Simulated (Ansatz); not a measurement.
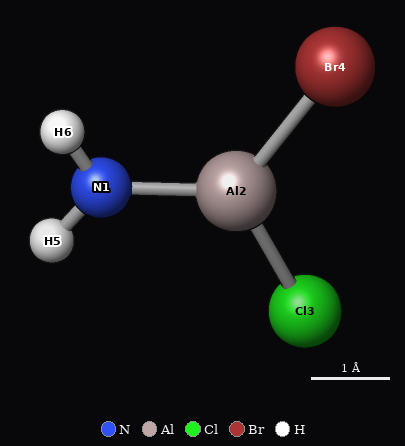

Figure 1. The structure as given in the input (ball-and-stick view, seen at a tilt; atoms are numbered from 1 in the order of the input). Sticks mark near contacts.

## Single-point calculation of AlNH2BrCl

AlNH2BrCl, SMILES [NH2][Al]([Cl])[Br], computed with RHF-MP2, frozen core/def2-QZVPP (Ansatz 0.2.0).

The geometry comes from this level: PBE0-D4/def2-TZVP.

## Output
```
Functional definition: HF
  name "HF"
  cite "Fock, Z. Phys. 61, 126 (1930) doi:10.1007/BF01340294"
  parent pbe
  exchange = exact_x
  correlation = 0
2116 factors; integrals over basis functions are off by at most 5.4e-4 eV
mean field evaluation 1: about -90604.3008 eV, gradient 3.9e1 eV
mean field evaluation 2: about -90604.3916 eV, gradient 3.9e1 eV
mean field evaluation 4: about -90607.5068 eV, gradient 2.5e0 eV
mean field evaluation 8: about -90607.5413 eV, gradient 2.7e-1 eV
mean field -90607.54151762 eV, -3329.7657347750 hartree, gradient 2.8e-6 eV, S^2 0.000000; 0 other end points of the search recorded, 0 dependent functions left out
20 core orbitals not correlated: weight in the atoms' cores, before any rotation towards them, 1.000 or more for the frozen orbitals, at most 0.000 for the correlated occupied ones
reference -90607.54151762 eV, -3329.7657347750 hartree; 17, 17 occupied and 309, 309 virtual orbitals, 2116 factors
second order -30.07617671 eV of doubles, -0.00000000 eV of singles
Total energy: -90637.61769433 eV, -3330.8710138827 hartree
```

The run was set up as follows.

## The input
```yaml
crystal:
  periodic: [false, false, false]
  atoms:
    - {symbol: N, position_ang: [-0.060198, 1.030306, -0.052287]}
    - {symbol: Al, position_ang: [0.078081, -0.708395, 0.049241]}
    - {symbol: Cl, position_ang: [1.403943, -1.566664, 1.407072]}
    - {symbol: Br, position_ang: [-1.168974, -2.010925, -1.279060]}
    - {symbol: H, position_ang: [0.466841, 1.676676, 0.511361]}
    - {symbol: H, position_ang: [-0.677492, 1.514902, -0.682427]}
basis:
  gaussian: {orbitals: "def2-QZVPP.json"}
correlation: {method: mp2}
```

## Key numbers

- outcome: converged
- total energy: −90637.6177 eV
- mean-field energy: −90607.5415 eV
- SCF solution under orbital rotations: stable
- hardware: 2 CPU threads, shared host
- wall time: 17 s (CPU time 31 s)
- peak memory: 1.4 GiB
